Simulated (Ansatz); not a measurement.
# Strength of the C–C bond: C4H9F → C3H7 + CH2F

Species: C4H9F `CC(C)CF`, singlet; C3H7 (methylethyl) `C[CH]C`, doublet; CH2F `[CH2]F`, doublet. 

Shapes, held fixed at every level: PBE0-D4/def2-TZVP. Flexible molecules stand in one conformer, not always the lowest. Programs: Ansatz 0.2.0. The zero-point and thermal change to 298 K, harmonic and unscaled (PBE0-D4/def2-TZVP), is -24.3 kJ/mol.

| level | kind | ΔH(298 K) (kJ/mol) | less CCSD(T)/CBS estimate |
| --- | --- | --- | --- |
| r2SCAN-D4/def2-TZVPP | meta-GGA | +336.9 | -44.8 |
| BHLYP-D4/def2-TZVPP | global hybrid | +345.2 | -36.5 |
| wB97X-V/def2-TZVPP | range-separated hybrid | +375.2 | -6.5 |
| MP2/def2-TZVPP | perturbation theory | +395.3 | +13.6 |
| CCSD(T)/def2-SVP | coupled cluster or CI | +376.2 | -5.5 |
| CCSD(T)/def2-TZVPP | coupled cluster or CI | +374.7 | -7.0 |
| CCSD/def2-TZVPP | coupled cluster or CI | +363.8 | -17.9 |
| CCSD(T)/CBS estimate | coupled cluster or CI | +381.7 | 0.0 |

The highest level, CCSD(T)/CBS estimate, gives ΔH(298 K) = +381.7 kJ/mol; the levels span +336.9 to +395.3. The column of differences is taken from that level and isn't an error. No measured value is set beside it here. Open shells run unrestricted unless RO is named. The CBS estimate extrapolates MP2 from def2-TZVPP and def2-QZVPP and adds CCSD(T) − MP2 in the triple-zeta set, cores frozen.

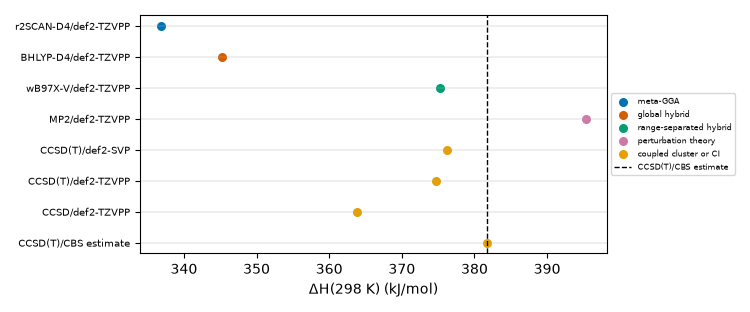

The values of the table, level by level.
